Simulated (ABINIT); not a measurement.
# CdS (Hawleyite): G0W0 with ABINIT, start to end, part 2 of 3

How does a plane-wave GW calculation on CdS (Hawleyite) run from the first input to the gap?

ABINIT 10.8.3; PBE and many-body steps on it, plane waves. Known limits of the many-body steps: not at the basis limit; no spin-orbit coupling; coarse k mesh.

So far. Step 2 (Ground state): The gap is direct, at Γ.

## 3. Bands along the symmetry lines

Level of this step: DFT, PBE, plane waves, norm-conserving pseudopotentials (ABINIT).

The cheap functional maps the bands first; the places of the edges decide which points the dearer methods must see.

The input, run.abi:

```
acell 3*1.0 Angstrom
rprim 
  0.000000000000 2.958200000000 2.958200000000
  2.958200000000 0.000000000000 2.958200000000
  2.958200000000 2.958200000000 -0.000000000000
ntypat 2
znucl 48 16
natom 2
typat 1 2
xred 
  0.000000000000 0.000000000000 0.000000000000
  0.250000000000 0.250000000000 0.250000000000
pp_dirpath "pseudos"
pseudos "Cd.upf, S.upf"
ecut 47
iscf -2
irdden 1
kptopt 0
nkpt 50
kpt 
  0.00000000 0.00000000 0.00000000
  -0.06250000 -0.06250000 0.00000000
  -0.12500000 -0.12500000 0.00000000
  -0.18750000 -0.18750000 0.00000000
  -0.25000000 -0.25000000 0.00000000
  -0.31250000 -0.31250000 0.00000000
  -0.37500000 -0.37500000 0.00000000
  -0.43750000 -0.43750000 0.00000000
  -0.50000000 -0.50000000 0.00000000
  -0.48437500 -0.48437500 0.03125000
  -0.46875000 -0.46875000 0.06250000
  -0.45312500 -0.45312500 0.09375000
  -0.43750000 -0.43750000 0.12500000
  -0.42187500 -0.42187500 0.15625000
  -0.40625000 -0.40625000 0.18750000
  -0.39062500 -0.39062500 0.21875000
  -0.37500000 -0.37500000 0.25000000
  -0.37500000 0.00000000 0.37500000
  -0.32812500 0.00000000 0.32812500
  -0.28125000 0.00000000 0.28125000
  -0.23437500 0.00000000 0.23437500
  -0.18750000 0.00000000 0.18750000
  -0.14062500 0.00000000 0.14062500
  -0.09375000 0.00000000 0.09375000
  -0.04687500 0.00000000 0.04687500
  0.00000000 0.00000000 0.00000000
  0.00000000 0.00000000 0.06250000
  0.00000000 0.00000000 0.12500000
  0.00000000 0.00000000 0.18750000
  0.00000000 0.00000000 0.25000000
  0.00000000 0.00000000 0.31250000
  0.00000000 0.00000000 0.37500000
  0.00000000 0.00000000 0.43750000
  -0.00000000 -0.00000000 0.50000000
  -0.06250000 -0.03125000 0.46875000
  -0.12500000 -0.06250000 0.43750000
  -0.18750000 -0.09375000 0.40625000
  -0.25000000 -0.12500000 0.37500000
  -0.31250000 -0.15625000 0.34375000
  -0.37500000 -0.18750000 0.31250000
  -0.43750000 -0.21875000 0.28125000
  -0.50000000 -0.25000000 0.25000000
  -0.50000000 -0.28125000 0.21875000
  -0.50000000 -0.31250000 0.18750000
  -0.50000000 -0.34375000 0.15625000
  -0.50000000 -0.37500000 0.12500000
  -0.50000000 -0.40625000 0.09375000
  -0.50000000 -0.43750000 0.06250000
  -0.50000000 -0.46875000 0.03125000
  -0.50000000 -0.50000000 0.00000000
istwfk *1
nband 20
nbdbuf 2
tolwfr 1e-08
nstep 40
prtwf 0
prtvol 0
indata_prefix "in"
outdata_prefix "out"
tmpdata_prefix "tmp"
```

Launch:

```
OMP_NUM_THREADS=1 mpirun -n 4 abinit run.abi > log
```

Numbers of over 12 decimals in the logs are rounded to 6 here.

Log:

```text
.Version 10.8.3 of ABINIT. v10.8.2 released Aug 2026.

 Symmetries : space group F-4 3 m (#216); Bravais cF (face-center cubic)
[... echo of the input left out ...]
== DATASET  1 ==================================================================
-   mpi_nproc: 4, omp_nthreads: 1 (-1 if OMP is not activated)

--- !DatasetInfo
iteration_state: {dtset: 1, }
dimensions: {natom: 2, nkpt: 50, mband: 20, nsppol: 1, nspinor: 1, nspden: 1, mpw: 5410, }
cutoff_energies: {ecut:  47.0, pawecutdg:  -1.0, }
electrons: {nelect:   2.60000000E+01, charge:   0.00000000E+00, occopt:   1.00000000E+00, tsmear:   1.00000000E-02, }

 Real(R)+Recip(G) space primitive vectors, cartesian coordinates (Bohr,Bohr^-1):
 R(1)=  0.0000000  5.5901878  5.5901878  G(1)= -0.0894424  0.0894424  0.0894424
 R(2)=  5.5901878  0.0000000  5.5901878  G(2)=  0.0894424 -0.0894424  0.0894424
 R(3)=  5.5901878  5.5901878  0.0000000  G(3)=  0.0894424  0.0894424 -0.0894424
 Unit cell volume ucvol=  3.4938897E+02 bohr^3
 Angles (23,13,12)=  6.00000000E+01  6.00000000E+01  6.00000000E+01 degrees

 getcut: wavevector=  0.0000  0.0000  0.0000  ngfft=  50  50  50
         ecut(hartree)=     47.000   => boxcut(ratio)=   2.05016

--- Pseudopotential description ------------------------------------------------
- Cd Generated using ONCVPSP code by D. R. Hamann
- 48.00000  20.00000  171031                  znucl, zion, pspdat
12 -101130 2 -1 1368                          pspcod,pspxc,lmax,lloc,mmax
     nproj     2     2     2
  pspatm : epsatm=   23.16453630
         --- l  ekb(1:nproj) -->
             0   51.917189    3.534234
             1    8.636196    1.282240
             2    0.687672   -0.678465
 pspatm: atomic psp has been read  and splines computed

- S Generated using ONCVPSP code by D. R. Hamann
- 16.00000   6.00000  171031                  znucl, zion, pspdat
12 -101130 2 -1 1146                          pspcod,pspxc,lmax,lloc,mmax
     nproj     2     2     2
  pspatm : epsatm=    9.01821529
         --- l  ekb(1:nproj) -->
[...]
pspatm: atomic psp has been read  and splines computed

--------------------------------------------------------------------------------

================================================================================
 prteigrs : about to open file out_EIG
 Non-SCF case, kpt    1 (  0.00000  0.00000  0.00000), residuals and eigenvalues=
  4.24E-09  9.66E-10  2.53E-09  7.60E-09  8.74E-09  8.85E-10  1.77E-09  1.96E-09
  3.97E-09  9.30E-09  1.35E-09  2.69E-09  9.89E-09  4.57E-09  6.23E-10  2.32E-09
  4.84E-09  5.70E-09  3.61E-08  1.81E-07
 -3.5794E+00 -2.1485E+00 -2.1485E+00 -2.1485E+00 -3.0235E-01 -1.3576E-01
 -1.3576E-01 -1.3576E-01 -1.2022E-01 -1.2022E-01  1.4280E-01  1.4280E-01
  1.4280E-01  1.8144E-01  3.8300E-01  3.8300E-01  3.8300E-01  5.5485E-01
  5.5880E-01  5.5880E-01
 Non-SCF case, kpt    2 ( -0.06250 -0.06250  0.00000), residuals and eigenvalues=
[...]
5.5964E-01  5.6698E-01
 Non-SCF case, kpt    3 ( -0.12500 -0.12500  0.00000), residuals and eigenvalues=
[...]
3.42E-09  4.52E-09  1.50E-06  1.62E-05
[...]
5.6210E-01  5.9815E-01
[...]
Non-SCF case, kpt   49 ( -0.50000 -0.46875  0.03125), residuals and eigenvalues=
[...]
5.9079E-01  6.2638E-01
 Non-SCF case, kpt   50 ( -0.50000 -0.50000  0.00000), residuals and eigenvalues=
[...]
-1.2443E-01 -1.2443E-01 -1.1742E-01 -1.0534E-01  4.5002E-03  7.9161E-02
  7.9161E-02  2.7609E-01  3.0057E-01  4.7449E-01  5.2933E-01  5.2933E-01
  5.8729E-01  6.2660E-01

--- !ResultsGS
iteration_state: {dtset: 1, }
comment   : Summary of ground state results
lattice_vectors:
- [  0.0000000,   5.5901878,   5.5901878, ]
- [  5.5901878,   0.0000000,   5.5901878, ]
- [  5.5901878,   5.5901878,  -0.0000000, ]
lattice_lengths: [   7.90572,    7.90572,    7.90572, ]
lattice_angles: [ 60.000,  60.000,  60.000, ] # degrees, (23, 13, 12)
lattice_volume:   3.4938897E+02
convergence: {deltae:  0.000E+00, res2:  0.000E+00, residm:  9.984E-09, diffor:  0.000E+00, }
etotal    :  -1.86418336E+02
entropy   :   0.00000000E+00
fermie    :   1.42795302E-01
cartesian_stress_tensor: null
pressure_GPa: null
xred      :
- [  0.0000E+00,   0.0000E+00,   0.0000E+00, Cd]
- [  2.5000E-01,   2.5000E-01,   2.5000E-01,  S]
cartesian_forces: null
force_length_stats: {min: null, max: null, mean: null, }

 Integrated electronic density in atomic spheres:
 ------------------------------------------------
 Atom  Sphere_radius  Integrated_density
[...]
================================================================================

 ----iterations are completed or convergence reached----

 Mean square residual over all n,k,spin=   51.405E-10; max=  99.837E-10
 reduced coordinates (array xred) for    2 atoms
       0.000000000000      0.000000000000      0.000000000000
       0.250000000000      0.250000000000      0.250000000000

 cartesian coordinates (angstrom) at end:
[...]
length scales=  1.889726125908  1.889726125908  1.889726125908 bohr
              =  1.000000000000  1.000000000000  1.000000000000 angstroms
 prteigrs : about to open file out_EIG
 Eigenvalues (hartree) for nkpt=  50  k points:
 kpt#   1, nband= 20, wtk=  1.00000, kpt=  0.0000  0.0000  0.0000 (reduced coord)
[...]
kpt#   2, nband= 20, wtk=  1.00000, kpt= -0.0625 -0.0625  0.0000 (reduced coord)
[...]
kpt#   3, nband= 20, wtk=  1.00000, kpt= -0.1250 -0.1250  0.0000 (reduced coord)
[...]
kpt#  49, nband= 20, wtk=  1.00000, kpt= -0.5000 -0.4687  0.0313 (reduced coord)
[...]
0.52270    0.52974    0.59079    0.62638
 kpt#  50, nband= 20, wtk=  1.00000, kpt= -0.5000 -0.5000  0.0000 (reduced coord)
  -3.57941   -2.14852   -2.14851   -2.14851   -0.28367   -0.12842   -0.12443   -0.12443
  -0.11742   -0.10534    0.00450    0.07916    0.07916    0.27609    0.30057    0.47449
   0.52933    0.52933    0.58729    0.62660

== END DATASET(S) ==============================================================
================================================================================

 -outvars: echo values of variables after computation  --------
            nband          20
             nkpt          50
          spgroup         216
 [... the other variables as echoed above ...]

 Calculation completed.
```

The job ended after 31 s (4 MPI ranks of Arm Neoverse V1, shared host; peak memory 0.36 GiB; 2.1 min of CPU time).

Numbers from this step:

| Property | Result |
| --- | --- |
| gap | 1.051 eV |
| k of the valence top | 0, 0, 0 |
| k of the conduction bottom | 0, 0, 0 |
| least direct gap | 1.051 eV |

The gap is 1.051 eV, as in the run before at this level.

Electronic bands along the path, in eV, zero at the top of the highest filled band:

| point | band 10 | band 11 | band 12 | band 13 | band 14 | band 15 | band 16 | band 17 |
| --- | --- | --- | --- | --- | --- | --- | --- | --- |
| Γ | -7.16 | 0.00 | 0.00 | 0.00 | 1.05 | 6.54 | 6.54 | 6.54 |
| X | -6.75 | -3.76 | -1.73 | -1.73 | 3.63 | 4.29 | 9.03 | 10.52 |
| U | -6.64 | -3.73 | -2.34 | -1.41 | 4.23 | 5.35 | 8.38 | 8.92 |
| jump to K | -6.64 | -3.73 | -2.34 | -1.41 | 4.23 | 5.35 | 8.38 | 8.92 |
| Γ | -7.16 | 0.00 | 0.00 | 0.00 | 1.05 | 6.54 | 6.54 | 6.54 |
| L | -6.81 | -4.14 | -0.69 | -0.69 | 2.95 | 6.99 | 6.99 | 7.33 |
| W | -6.59 | -3.70 | -2.08 | -2.04 | 5.24 | 5.44 | 7.14 | 8.04 |
| X | -6.75 | -3.76 | -1.73 | -1.73 | 3.63 | 4.29 | 9.03 | 10.52 |

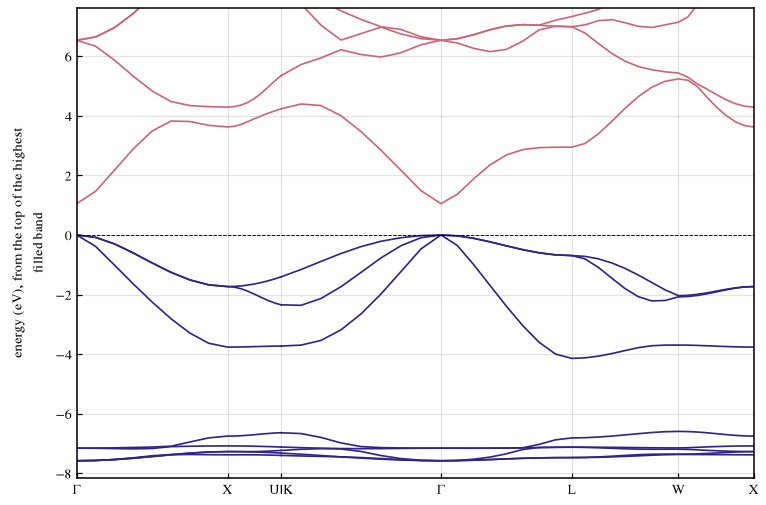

Electronic bands along the path; lines of filled and empty bands in two colours.

## 4. Empty states on the mesh, 4×4×4 mesh, 162 bands

The sums over transitions need many empty states on a uniform mesh; this step solves for them.

The input, run.abi:

```
acell 3*1.0 Angstrom
rprim 
  0.000000000000 2.958200000000 2.958200000000
  2.958200000000 0.000000000000 2.958200000000
  2.958200000000 2.958200000000 -0.000000000000
ntypat 2
znucl 48 16
natom 2
typat 1 2
xred 
  0.000000000000 0.000000000000 0.000000000000
  0.250000000000 0.250000000000 0.250000000000
pp_dirpath "pseudos"
pseudos "Cd.upf, S.upf"
ecut 47
ngkpt 4 4 4
nshiftk 1
shiftk 0 0 0
kptopt 1
chksymbreak 0
iscf -2
irdden 1
istwfk *1
nband 162
nbdbuf 14
tolwfr 1e-09
nstep 60
prtvol 0
indata_prefix "in"
outdata_prefix "out"
tmpdata_prefix "tmp"
```

Log:

```text
.Version 10.8.3 of ABINIT. v10.8.2 released Aug 2026.

 Symmetries : space group F-4 3 m (#216); Bravais cF (face-center cubic)
[... echo of the input left out ...]
== DATASET  1 ==================================================================
-   mpi_nproc: 4, omp_nthreads: 1 (-1 if OMP is not activated)

--- !DatasetInfo
iteration_state: {dtset: 1, }
dimensions: {natom: 2, nkpt: 8, mband: 162, nsppol: 1, nspinor: 1, nspden: 1, mpw: 5410, }
cutoff_energies: {ecut:  47.0, pawecutdg:  -1.0, }
electrons: {nelect:   2.60000000E+01, charge:   0.00000000E+00, occopt:   1.00000000E+00, tsmear:   1.00000000E-02, }

 Real(R)+Recip(G) space primitive vectors, cartesian coordinates (Bohr,Bohr^-1):
 R(1)=  0.0000000  5.5901878  5.5901878  G(1)= -0.0894424  0.0894424  0.0894424
 R(2)=  5.5901878  0.0000000  5.5901878  G(2)=  0.0894424 -0.0894424  0.0894424
 R(3)=  5.5901878  5.5901878  0.0000000  G(3)=  0.0894424  0.0894424 -0.0894424
 Unit cell volume ucvol=  3.4938897E+02 bohr^3
 Angles (23,13,12)=  6.00000000E+01  6.00000000E+01  6.00000000E+01 degrees

 getcut: wavevector=  0.0000  0.0000  0.0000  ngfft=  50  50  50
         ecut(hartree)=     47.000   => boxcut(ratio)=   2.05016

--- Pseudopotential description ------------------------------------------------
- Cd Generated using ONCVPSP code by D. R. Hamann
- 48.00000  20.00000  171031                  znucl, zion, pspdat
12 -101130 2 -1 1368                          pspcod,pspxc,lmax,lloc,mmax
     nproj     2     2     2
  pspatm : epsatm=   23.16453630
         --- l  ekb(1:nproj) -->
             0   51.917189    3.534234
             1    8.636196    1.282240
             2    0.687672   -0.678465
 pspatm: atomic psp has been read  and splines computed

- S Generated using ONCVPSP code by D. R. Hamann
- 16.00000   6.00000  171031                  znucl, zion, pspdat
12 -101130 2 -1 1146                          pspcod,pspxc,lmax,lloc,mmax
     nproj     2     2     2
  pspatm : epsatm=    9.01821529
         --- l  ekb(1:nproj) -->
[...]
pspatm: atomic psp has been read  and splines computed

--------------------------------------------------------------------------------

================================================================================
 prteigrs : about to open file out_EIG
 Non-SCF case, kpt    1 (  0.00000  0.00000  0.00000), residuals and eigenvalues=
  5.33E-10  3.76E-10  4.76E-10  5.26E-10  3.29E-10  1.60E-10  2.56E-10  9.78E-10
  6.48E-10  8.33E-10  9.95E-11  2.71E-10  5.16E-10  1.47E-10  2.21E-10  3.66E-10
  5.17E-10  4.13E-10  1.66E-10  2.84E-10  1.68E-10  3.87E-10  4.67E-10  5.94E-10
[...]
1.33E-03  6.81E-05
 -3.5794E+00 -2.1485E+00 -2.1485E+00 -2.1485E+00 -3.0235E-01 -1.3576E-01
 -1.3576E-01 -1.3576E-01 -1.2022E-01 -1.2022E-01  1.4280E-01  1.4280E-01
  1.4280E-01  1.8144E-01  3.8300E-01  3.8300E-01  3.8300E-01  5.5485E-01
[...]
3.9477E+00  4.0158E+00  4.0383E+00  4.0383E+00  4.0383E+00  4.0795E+00
  4.0796E+00  4.0798E+00  4.0810E+00  4.0811E+00  4.0840E+00  4.1107E+00
 prteigrs : prtvol=0 or 1, do not print more k-points.

--- !ResultsGS
iteration_state: {dtset: 1, }
comment   : Summary of ground state results
lattice_vectors:
- [  0.0000000,   5.5901878,   5.5901878, ]
- [  5.5901878,   0.0000000,   5.5901878, ]
- [  5.5901878,   5.5901878,  -0.0000000, ]
lattice_lengths: [   7.90572,    7.90572,    7.90572, ]
lattice_angles: [ 60.000,  60.000,  60.000, ] # degrees, (23, 13, 12)
lattice_volume:   3.4938897E+02
convergence: {deltae:  0.000E+00, res2:  0.000E+00, residm:  9.957E-10, diffor:  0.000E+00, }
etotal    :  -1.86418336E+02
entropy   :   0.00000000E+00
fermie    :   1.42795302E-01
cartesian_stress_tensor: null
pressure_GPa: null
xred      :
- [  0.0000E+00,   0.0000E+00,   0.0000E+00, Cd]
- [  2.5000E-01,   2.5000E-01,   2.5000E-01,  S]
cartesian_forces: null
force_length_stats: {min: null, max: null, mean: null, }

 Integrated electronic density in atomic spheres:
 ------------------------------------------------
 Atom  Sphere_radius  Integrated_density
[...]
================================================================================

 ----iterations are completed or convergence reached----

 Mean square residual over all n,k,spin=   44.151E-11; max=  99.573E-11
 reduced coordinates (array xred) for    2 atoms
       0.000000000000      0.000000000000      0.000000000000
       0.250000000000      0.250000000000      0.250000000000

 cartesian coordinates (angstrom) at end:
    1      0.000000     0.000000     0.000000
    2      1.479100     1.479100     1.479100
 length scales=  1.889726125908  1.889726125908  1.889726125908 bohr
              =  1.000000000000  1.000000000000  1.000000000000 angstroms
 prteigrs : about to open file out_EIG
 Eigenvalues (hartree) for nkpt=   8  k points:
 kpt#   1, nband=162, wtk=  0.01563, kpt=  0.0000  0.0000  0.0000 (reduced coord)
[...]
3.84087    3.84684    3.92779    3.92779    3.94768    3.94768    3.94768    4.01581
   4.03829    4.03829    4.03830    4.07947    4.07957    4.07982    4.08098    4.08110
   4.08396    4.11069
 prteigrs : prtvol=0 or 1, do not print more k-points.

== END DATASET(S) ==============================================================
================================================================================

 -outvars: echo values of variables after computation  --------
            nband         162
             nkpt           8
          spgroup         216
 [... the other variables as echoed above ...]

 Calculation completed.
```

Wall time 77 s (4 MPI ranks); peak memory 0.42 GiB; 5.1 min of CPU time.

Numbers from this step:

| Item | Value |
| --- | --- |
| gap | 1.051 eV |
| k of the valence top | 0, 0, 0 |
| k of the conduction bottom | 0, 0, 0 |
| least direct gap | 1.051 eV |
| k points computed | 8 |
| lowest point of the top converged band, above the valence top | 100.8968 eV |

On this mesh the gap is 1.051 eV.

## 5. Screening, 4×4×4 mesh, 148 bands, screening to 163.3 eV

The RPA dielectric matrix is built and inverted for each q.

This step: RPA screening on PBE, plane waves, norm-conserving pseudopotentials.

Changes to run.abi since step 4:

```diff
@@ -20,10 +20,11 @@
 chksymbreak 0
-iscf -2
-irdden 1
 istwfk *1
-nband 162
-nbdbuf 14
-tolwfr 1e-09
-nstep 60
-prtvol 0
+occopt 1
+irdwfk 1
+optdriver 3
+nband 148
+ecuteps 6
+inclvkb 2
+awtr 1
+symchi 1
 indata_prefix "in"
```

Log:

```text
.Version 10.8.3 of ABINIT. v10.8.2 released Aug 2026.

 Symmetries : space group F-4 3 m (#216); Bravais cF (face-center cubic)
[... echo of the input left out ...]
== DATASET  1 ==================================================================
-   mpi_nproc: 4, omp_nthreads: 1 (-1 if OMP is not activated)

--- !DatasetInfo
iteration_state: {dtset: 1, }
dimensions: {natom: 2, nkpt: 8, mband: 148, nsppol: 1, nspinor: 1, nspden: 1, mpw: 5410, }
cutoff_energies: {ecut:  47.0, pawecutdg:  -1.0, }
electrons: {nelect:   2.60000000E+01, charge:   0.00000000E+00, occopt:   1.00000000E+00, tsmear:   1.00000000E-02, }

 SCREENING: Calculation of the susceptibility and dielectric matrices

 Based on a program developped by R.W. Godby, V. Olevano, G. Onida, and L. Reining.
 Incorporated in ABINIT by V. Olevano, G.-M. Rignanese, and M. Torrent.
.Using double precision arithmetic ; gwpc =  8

[... cell and pseudopotentials left out ...]
--------------------------------------------------------------------------------

 ==== K-mesh for the wavefunctions ====
 Number of points in the irreducible wedge :     8
[... list of points left out ...]
 Together with 24 symmetry operations and time-reversal symmetry
 yields    64 points in the full Brillouin Zone.

 ==== Q-mesh for the screening function ====
 Number of points in the irreducible wedge :     8
[... list of points left out ...]
 Together with 24 symmetry operations and time-reversal symmetry
 yields    64 points in the full Brillouin Zone.

 setmesh: FFT mesh size selected  =    36x   36x   36
          total number of points  =        46656

 vcoul_init : cutoff-mode = AUXILIARY_FUNCTION
 q-points for optical limit:   1
     1)      0.000010    0.000020    0.000030

- screening: taking advantage of time-reversal symmetry
- Maximum band index for partially occupied states nbvw = 13
- Remaining bands to be divided among processors   nbcw = 135
- Number of bands treated by each node ~33

 Number of electrons calculated from density =   26.0000; Expected =   26.0000
 average of density, n =  0.074416
 r_s =    1.4749
 omega_plasma =   26.3140 [eV]

 calculating chi0 at frequencies [eV] :
  1    0.000000E+00    0.000000E+00
  2    0.000000E+00    2.631405E+01

--------------------------------------------------------------------------------
  q-point number  1        q = ( 0.000000, 0.000000, 0.000000) [r.l.u.]
--------------------------------------------------------------------------------
[... chi0 elements left out ...]
 For q-point:  0.000010 0.000020 0.000030
  dielectric constant =  12.1283
  dielectric constant without local fields =  12.8600

  Average fulfillment of the sum rule on Im[epsilon] for q-point    1 :     72.31  [%]
[... wings left out ...]
  q-point number  2        q = ( 0.250000, 0.000000, 0.000000) [r.l.u.]
--------------------------------------------------------------------------------
[... chi0 elements left out ...]
  Average fulfillment of the sum rule on Im[epsilon] for q-point    2 :     82.31  [%]

 [... 6 further q-points ...]
```

Elapsed: 78 s, on 4 MPI ranks; peak memory 1.6 GiB.

Numbers from this step:

```yaml
eps_infinity_with_local_fields_on_this_mesh_along_the_program_s_q_direction: 12.13
the_same_without_local_fields: 12.86
plasma_frequency: 26.31 eV
plane_waves_in_the_screening_matrix: 259
```

Local fields lower ε∞ by 6 %. On a Γ-centred mesh this coarse the value itself is usually too large, while a short band sum pulls it down.

(Continued in part 3 of 3.)

[Paths, hosts, dates, memory and timing lines, banners, echoed tables and standing remarks are left out of the program output.]

[Logs are printed without paths, hosts, clocks, repeated set-up lines and the standing remarks that a program may print on its own settings, such as how far it seeks lower states.]

[Runs of the session that timed out or met a known fault of the program may be left out.]

[Hosts, paths, dates, database ids (printed as entryN), source tags and the programs' standing remarks are cut or masked in the printed files.]

[G0W0 gaps are taken among the corrected bands and points alone; a level outside them can change the order at an edge.]

[Where Ansatz stands beside ABINIT at settings called matched, ABINIT's density can come from a denser mesh and the files from another edition; pairs whose starting gaps differed by over 0.03 eV were left out, so agreement reads better than it is.]
